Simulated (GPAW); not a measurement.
# KCdCO3F: optical spectrum from first principles, part 2 of 2

Wanted: where KCdCO3F starts to absorb, how strongly, and its refractive index.

GPAW 26.7.0; DFT, PBE, plane-wave PAW (GPAW data sets), scalar-relativistic, RPA, optical limit.

So far. Step 2 (Ground state): There is a gap, 1.65 eV on this mesh (points off the mesh can give less), so no carriers' term is needed.

## 4. Dielectric function, RPA

Local fields let the induced charge screen the field inside the cell, which as a rule lowers ε, most along directions where the density is uneven.

This step: DFT, PBE, plane-wave PAW (GPAW data sets), scalar-relativistic, RPA, optical limit (GPAW 26.7.0).

Input file df.py:

```python
from gpaw.response.df import DielectricFunction

df = DielectricFunction('full.gpw', frequencies={'type': 'nonlinear', 'domega0': 0.03, 'omega2': 8},
                        ecut=80,
                        eta=0.15,
                        nbands=59,
                        txt='df.txt')
for direction in ['x', 'z']:
    df.get_dielectric_function(xc='RPA', direction=direction, filename=f'df_{direction}.csv')
```

Launch:

```console
$ OMP_NUM_THREADS=1 python df.py
```

Numbers of over 12 decimals in the logs are rounded to 6 here.

The log of the run:

```text
Using integrator: PointIntegrator
NonLinearFrequencyDescriptor(from 0.000 to 54.352 eV, 476 points)
Nonperiodic BCs:  [False False False]
Using integrator: PointIntegrator
NonLinearFrequencyDescriptor(from 0.000 to 54.352 eV, 476 points)
Nonperiodic BCs:  [False False False]

Calculating chi0 body with:
    Ground state adapter containing:
    Number of spins: 1
    Number of kpoints: 216
    Number of irreducible kpoints: 28
    Number of completely occupied states: 25
    Number of partially occupied states: 25

    Linear response parametrization:
    q_c: [0.0, 0.0, 0.0]
    Number of frequency points: 476
    Planewave cutoff: 80.0
    Number of bands: 59
    Number of planewaves: 163
    Broadening (eta): 0.15

Integrating chi0 body.

Symmetries of q_c:
    Direct symmetries (Uq -> q): 12
    Indirect symmetries (TUq -> q): 12
In total 24 allowed symmetries.

28 groups of equivalent kpoints. 87.037037% reduction.

Integral kind: spectral function

Calculating chi0 optical extensions with:
    Ground state adapter containing:
    Number of spins: 1
    Number of kpoints: 216
    Number of irreducible kpoints: 28
    Number of completely occupied states: 25
    Number of partially occupied states: 25

    Linear response parametrization:
    Number of frequency points: 476
    Planewave cutoff: 80.0
    Number of bands: 59
    Number of planewaves: 163
    Broadening (eta): 0.15
Integrating chi0 head and wings.

Symmetries of q_c:
    Direct symmetries (Uq -> q): 12
    Indirect symmetries (TUq -> q): 12
In total 24 allowed symmetries.

28 groups of equivalent kpoints. 87.037037% reduction.

Integral kind: spectral function wings
```

Elapsed: 26 s, on 1 thread of Arm Neoverse V2, shared host; peak memory 0.94 GiB.

This step gave:

- electronic dielectric constant ε∞, mean over x, y and z (by symmetry where fewer were run): 2.576

Some rows of df_x.csv (energy; Re and Im without local fields; Re and Im with them):

```text
0.000000, 2.959652, -0.000000, 2.749907, 0.000000
0.555532, 2.970378, 0.005882, 2.759767, 0.005411
1.143969, 3.006992, 0.013171, 2.793516, 0.012170
1.768324, 3.083258, 0.025376, 2.864356, 0.023781
2.431988, 3.211520, 0.062882, 2.982803, 0.061149
3.138794, 3.495580, 0.131145, 3.253624, 0.128722
3.893091, 3.983701, 0.592456, 3.686423, 0.556015
4.699832, 3.330713, 1.150247, 3.082876, 1.131774
5.564682, 3.124463, 1.709659, 2.887970, 1.748894
6.494155, 2.764020, 1.178766, 1.974797, 1.307629
7.495775, 4.457650, 2.527776, 2.388648, 1.021524
8.578281, 1.000801, 2.156474, 2.752092, 2.461273
9.751884, 1.096519, 1.287889, 0.942716, 1.805647
11.028587, 1.063901, 1.067575, 0.802203, 1.129403
12.422601, 1.588679, 0.915782, 1.297457, 0.786964
13.950874, 1.584915, 1.074615, 1.444448, 1.038684
15.633783, 1.939015, 1.351655, 1.573803, 1.233711
17.496047, 1.325372, 1.435666, 0.950357, 1.126626
19.567954, 1.535244, 1.343489, 0.906358, 0.941194
```

The Im ε has structure finer than the step of the table below, so its rows give means over 1 eV, whole bins alone (the curve runs from 0 to 19.9 eV). Peaks (eV: height): E ∥ x 6.0: 2.34, 8.9: 2.97, 16.2: 1.60; E ∥ z 6.5: 2.33, 8.4: 1.50, 10.5: 1.27, 11.8: 1.72, 14.8: 1.78, 16.5: 1.40.

Sum at mesh points, not converged in k; values under the direct gap are tails of Lorentzian lines. Im ε against photon energy; means over each step:

```csv
photon energy (eV),E ∥ x,E ∥ z
1,0.0106,0.00440
2,0.0379,0.0103
3,0.129,0.0239
4,0.748,0.0938
5,1.27,0.374
6,1.83,1.20
7,1.20,1.14
8,1.46,1.17
9,2.63,0.732
10,1.70,1.03
11,1.20,1.12
12,0.934,1.61
13,0.916,1.14
14,1.06,0.977
15,1.08,1.37
16,1.45,1.19
17,1.27,1.14
18,1.12,0.879
19,1.02,0.794
```

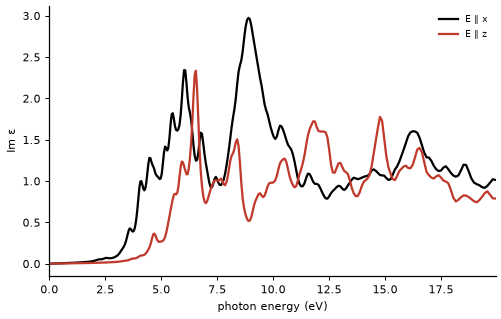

Im ε, plotted against photon energy.

The reflectivity at normal incidence has structure finer than the step of the table below, so its rows give means over 1 eV, whole bins alone (the curve runs from 0 to 19.9 eV). Peaks (eV: height): E ∥ x 4.0: 10.6, 6.0: 12.7, 6.8: 8.45, 9.0: 15.8, 16.4: 8.87, 18.6: 6.99; E ∥ z 6.5: 12.2, 8.4: 7.42, 10.3: 6.44, 11.8: 8.75, 14.9: 9.77, 16.6: 7.87.

Sum at mesh points, not converged in k. The reflectivity at normal incidence by photon energy; means over each step:

```csv
photon energy (eV),E ∥ x (%),E ∥ z (%)
1,6.29,3.97
2,6.79,4.17
3,7.99,4.60
4,9.86,5.49
5,9.99,6.85
6,10.3,8.87
7,6.66,6.07
8,9.57,6.25
9,14.6,3.85
10,9.83,5.65
11,6.52,5.78
12,3.97,8.24
13,3.78,5.24
14,4.63,4.29
15,4.75,7.11
16,7.35,5.65
17,7.18,6.27
18,5.87,4.50
19,5.71,3.35
```

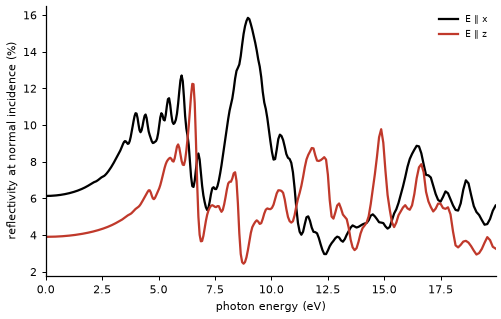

Reflectivity at normal incidence, plotted against photon energy.

The Im ε, E ∥ x has structure finer than the step of the table below, so its rows give means over 1 eV, whole bins alone (the curve runs from 0 to 19.9 eV). Peaks (eV: height): without local fields 6.0: 2.11, 7.8: 5.69, 16.2: 2.10; with local fields 6.0: 2.34, 8.9: 2.97, 16.2: 1.60.

Sum at mesh points, not converged in k; values under the direct gap are tails of Lorentzian lines. The Im ε, E ∥ x by photon energy; means over each step:

```csv
photon energy (eV),without local fields,with local fields
1,0.0115,0.0106
2,0.0395,0.0379
3,0.131,0.129
4,0.784,0.748
5,1.31,1.27
6,1.68,1.83
7,1.51,1.20
8,3.66,1.46
9,1.90,2.63
10,1.24,1.70
11,1.14,1.20
12,0.997,0.934
13,1.10,0.916
14,1.11,1.06
15,1.13,1.08
16,1.73,1.45
17,1.50,1.27
18,1.60,1.12
19,1.29,1.02
```

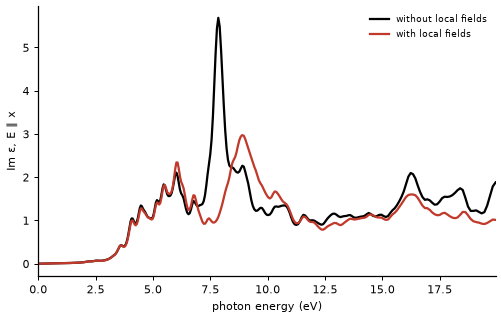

Im ε, E ∥ x, plotted against photon energy.

The loss function −Im 1/ε at q → 0 has structure finer than the step of the table below, so its rows give means over 1 eV, whole bins alone (the curve runs from 0 to 19.9 eV). Peaks (eV: height): E ∥ x 6.4: 0.265, 11.0: 0.589, 18.9: 0.638; E ∥ z 6.7: 0.378, 8.5: 0.388, 12.6: 0.457, 15.1: 0.530, 17.9: 0.665.

Sum at mesh points, not converged in k; values under the direct gap are tails of Lorentzian lines. The loss function −Im 1/ε at q → 0 by energy loss; means over each step:

```csv
energy loss (eV),E ∥ x,E ∥ z
1,0.00136,8.7e-4
2,0.00443,0.00195
3,0.0121,0.00413
4,0.0576,0.0135
5,0.105,0.0435
6,0.193,0.118
7,0.196,0.227
8,0.134,0.218
9,0.268,0.203
10,0.432,0.190
11,0.507,0.218
12,0.420,0.320
13,0.323,0.405
14,0.330,0.294
15,0.339,0.424
16,0.358,0.417
17,0.526,0.553
18,0.533,0.593
19,0.600,0.508
```

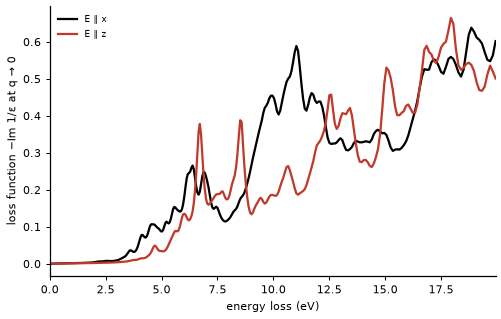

Loss function −Im 1/ε at q → 0 against energy loss.

At chosen wavelengths:

```csv
wavelength (nm),n x,k x,R (%) x,1/α x,n z,k z,R (%) z,1/α z
1550,1.66,0.002,6.2,51 µm,1.50,0.001,3.9,108 µm
633,1.70,0.009,6.8,5.4 µm,1.51,0.003,4.2,16 µm
532,1.72,0.016,7.0,2.7 µm,1.52,0.004,4.3,10 µm
405,1.79,0.029,8.1,1.1 µm,1.55,0.008,4.6,4.3 µm
365,1.85,0.068,8.9,429 nm,1.57,0.011,4.9,2.6 µm
308,1.93,0.239,10.6,102 nm,1.61,0.028,5.5,868 nm
193,1.46,0.508,7.5,30 nm,1.79,0.537,11.4,29 nm
```

Below the direct gap, k and the depth come from the tails of the Lorentzian lines, not from transitions.

Rows near the edge hang on the gap, which this functional as a rule makes too small, and phonon-assisted absorption is left out.

## 5. Results

```
electronic dielectric constant ε∞, mean over x, y and z (by symmetry where fewer were run) (RPA) : 2.58
```

**Reading.** At this level (PBE, RPA) KCdCO3F has a mean ε∞ = 2.58 and n = 1.66 at 1550 nm (E ∥ x). On the mesh the gap is 1.64 eV and the least direct gap 1.68 eV. Local fields change the static value along x from 2.96 to 2.75 (-7 %). The static values by axis are 2.75 (x), 2.23 (z). Excitons and phonon-assisted transitions are missing; PBE gaps are as a rule too small, which pulls the onset down and ε∞ up. In this version of GPAW the matrix elements of the optical limit are incomplete, which can lower ε − 1 by up to a tenth where first-row anions or d states rule, and shift it by more in d metals. The sum runs over mesh points 0.24 Å⁻¹ apart with no interpolation, so peaks are partly noise of the mesh and static values carry its error.

[Machine, clock and banner lines and Python warnings are left out of the logs.]

[Logs are printed without paths, hosts, clocks, repeated set-up lines and the standing remarks that a program may print on its own settings, such as how far it seeks lower states.]

[Hosts, paths, dates, database ids (printed as entryN), source tags and the programs' standing remarks are cut or masked in the printed files.]
